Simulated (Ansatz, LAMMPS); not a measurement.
# Squeezing and shearing amorphous Si0.375Ge0.625 (72 atoms): runs compared

How stiff is amorphous Si0.375Ge0.625 (72 atoms), and how do its levels respond to strain?

Computed with Ansatz 0.2.0: Kohn-Sham DFT, PBE, PAW (set soft_2), plane waves.

## (1) The cell as built

The cell holds 72 atoms: 27 Si and 45 Ge. Its edges and angles: a = 11.756 Å, b = 11.756 Å, c = 11.756 Å, α = 90.0°, β = 90.0°, γ = 90.0°. 72 atoms (27 Si, 45 Ge) placed at random at 4.12 g/cm³, melted at 3500 K for 10 ps at fixed volume with the Tersoff potential (Tersoff, Phys. Rev. B 39, 5566 (1989)). Quenched from 3500 K to 300 K at 20 K/ps and fixed volume, annealed at 800 K for 20 ps, held 5 ps, then minimised at fixed cell.

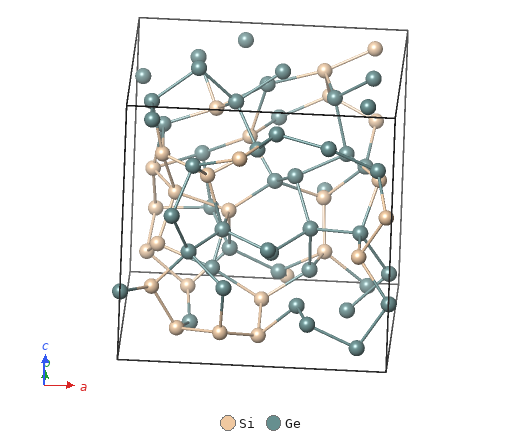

The cell as built. Bonds to atoms that aren't drawn are left out. Some periodic images of atoms are drawn too.

Limits known from the start: The quench rate of 20 K/ps far exceeds what a furnace or splat quench reaches, so expect more defects and frozen-in strain than in a real sample. The network of bonds at the start is that of the classical potential that made the cell, and needn't be the one that DFT or experiment would give. Sampling is at Γ alone.

## (2) The reference run

The reference is a single point at the end of the relaxation.

Every strained cell starts from the geometry of this run, and its atoms are relaxed with the cell held.

Its input, with most atom lines left out:

```yaml
crystal:
  lattice:
    - [11.53934, -0.06342, 0.07175]
    - [-0.06342, 11.83017, 0.0366]
    - [0.07175, 0.0366, 12.03977]
  atoms:
    - { symbol: Si, position: [0.56167, 0.91952, 0.03418] }
    - { symbol: Si, position: [0.48898, 0.44553, 0.1227] }
    - { symbol: Si, position: [0.3661, 0.13905, 0.08824] }
    - { symbol: Si, position: [0.31806, 0.36569, 0.62029] }
    - { symbol: Si, position: [0.17791, 0.5863, 0.43554] }
    - { symbol: Si, position: [0.08328, 0.84707, 0.297] }
    - { symbol: Si, position: [0.41661, 0.8056, 0.62355] }
    [... atom lines 8 to 72 left out ...]
kpoints:
  mp_grid: { grid: [1, 1, 1] }
hamiltonian:
  xc: pbe
scf:
  occupations: { method: gaussian, width: 0.05 }
output:
  forces: true
  stress: true
  populations: true
  dos:
    method: { smearing: { sigma: 0.1 } }
    de: 0.1
    projected: { site_lists: { Ge: [Ge], Si: [Si] } }
  eigenvalues: true
  write_density: true
  write_potential: true
  volumetric_format: npy
```

```
free energy per atom   : -2922.5761 eV/atom
r.m.s. force component : 0.00603 eV/Å
pressure               : 0.01068 GPa
```

Filled and empty levels are parted by 0.390 eV (at Γ alone); a semilocal functional tends to put such gaps too low. In a disordered cell it changes from sample to sample, and tail or defect levels can set it.

## (3) The runs

Each row is one run, on 4 threads of AMD EPYC 9R14 (Zen 4), shared host. The free energy is the program's total, comparable only between runs with the same functional, potentials and atoms.

```tsv
run	atoms	outcome	ionic steps, all passes	free energy (eV)	time	host memory (GiB)
Single point at the start	72	converged	-	-210421.413	18 s	2.3
Cell and atoms relaxed	72	converged	25	-210425.482	4.1 min	2.4
Single point at the relaxed geometry	72	converged	-	-210425.482	21 s	2.4
Volume -3 %	72	converged	3	-210425.211	36 s	2.3
Volume +3 %	72	converged	3	-210425.248	40 s	2.5
Volume -6 %	72	converged	4	-210424.350	46 s	2.3
Volume +6 %	72	converged	6	-210424.597	80 s	2.5
Volume -10 %	72	converged	5	-210422.121	54 s	2.2
Stretched by 1 % along x	72	converged	2	-210425.434	26 s	2.4
Compressed by 1 % along x	72	converged	2	-210425.430	26 s	2.4
Sheared by 2 % in xy	72	converged	3	-210425.411	36 s	2.4
```

In some runs the program notes that the SCF threshold is loose for the stress.

## (4) Pressure against volume

Atoms are relaxed at each volume, in the scaled cell.

```tsv
volume change (%)	volume (Å³/atom)	energy change (meV/atom)	pressure (GPa)	largest move on relaxing (Å)	bonds	gap (eV)
-10	20.543	46.68	7.09	0.28	147	0.434
-6	21.456	15.72	3.85	0.16	146	0.415
-3	22.141	3.77	1.81	0.06	145	0.401
+0	22.826	0.00	0.01	-	145	0.390
+3	23.510	3.25	-1.51	0.07	145	0.375
+6	24.195	12.29	-2.74	0.24	145	0.345
```

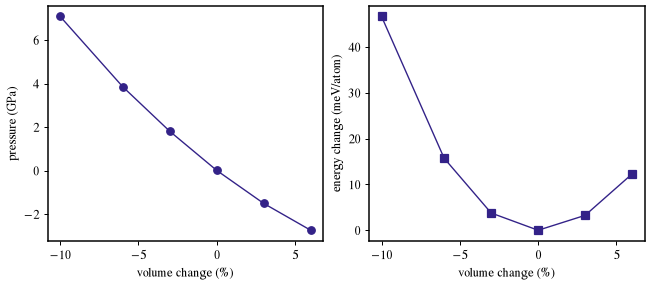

Pressure and energy against volume.

## (5) Uniaxial strain and shear

Stress (GPa, compression positive) less that of the relaxed cell, atoms relaxed:

```tsv
strain	xx	yy	zz	xy	energy change (meV/atom)
stretched by 1 % along x	-1.010	-0.307	-0.324	0.010	0.67
compressed by 1 % along x	1.069	0.332	0.350	-0.023	0.71
sheared by 2 % in xy	0.028	-0.053	-0.047	-0.704	0.99
```

## (6) What came out

The bulk modulus, from the slope of pressure against ln V over the three points nearest the relaxed volume, is 55.3 GPa; a quadratic over all points gives a pressure derivative of about 4.4. The count of bonds runs from 145 to 147 over the series, so at some points contacts cross the cutoffs. The gap goes from 0.434 eV at the smallest volume to 0.345 eV at the largest, -0.5 eV per unit of ln V by a straight line, on the run's k-points. In the Cartesian axes of the cell, finite differences give C11 = 104, C12 = 31.9, C13 = 33.7 and C66 = 35.2 GPa (the shear of 2 % is the engineering strain, εxy = 0.01). The mean of C11, C12 and C13, which equals the bulk modulus in a cubic or isotropic solid, is 56.5 GPa: it agrees with the bulk modulus within 10 %. For an isotropic solid C66 would equal (C11 − C12)/2 = 36.0 GPa; so small a sample needn't be isotropic, and C66 rests on one shear. With the bulk modulus and C66 as K and G, Young's modulus would be about 87 GPa and Poisson's ratio 0.24.

Caveats: Strains are finite and relaxations stop at the force tolerance of the input, which can leave moduli too stiff; they are those of a static cell at zero temperature. Volumes are changed with the cell's shape held, so in an anisotropic solid the modulus lies over the one under free hydrostatic load. The program notes that the SCF threshold of the relaxations is loose for the stress.

The DFT runs together took 11 min of wall time.

[Logs are printed without paths, hosts, clocks, repeated set-up lines and the standing remarks that a program may print on its own settings, such as how far it seeks lower states.]

[Hosts, paths, dates, database ids (printed as entryN), source tags and the programs' standing remarks are cut or masked in the printed files.]
